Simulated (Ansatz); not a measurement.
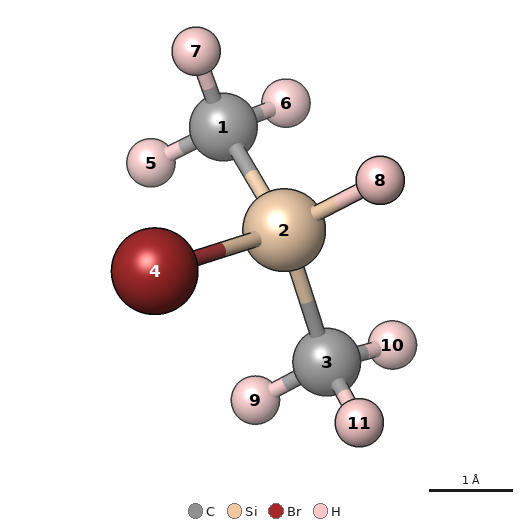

Orthographic view. Atoms fade into the background with distance from the viewer. The geometry was computed by an optimisation with PBE-D4/def2-SVP. No frequency run is at hand to confirm it as a minimum.

Give the geometry as a Z-matrix, atoms in numerical order, with these reference atoms: 2 to 1; 3 to 2, 1; 4 to 2, 3, 1; 5 to 1, 2, 3; 6 to 1, 5, 2; 7 to 1, 5, 6; 8 to 2, 3, 1; 9 to 3, 2, 8; 10 to 3, 9, 2; 11 to 3, 9, 10.

```
C  
Si   1   1.881
C    2   1.881   1   112.3
Br   2   2.263   3   108.4   1   119.6
H    1   1.109   2   110.7   3    57.7
H    1   1.110   5   108.4   2   120.8
H    1   1.108   5   108.3   6   117.3
H    2   1.505   3   110.6   1  -124.1
H    3   1.109   2   110.7   8   178.4
H    3   1.110   9   108.4   2  -120.8
H    3   1.108   9   108.3  10  -117.3
```
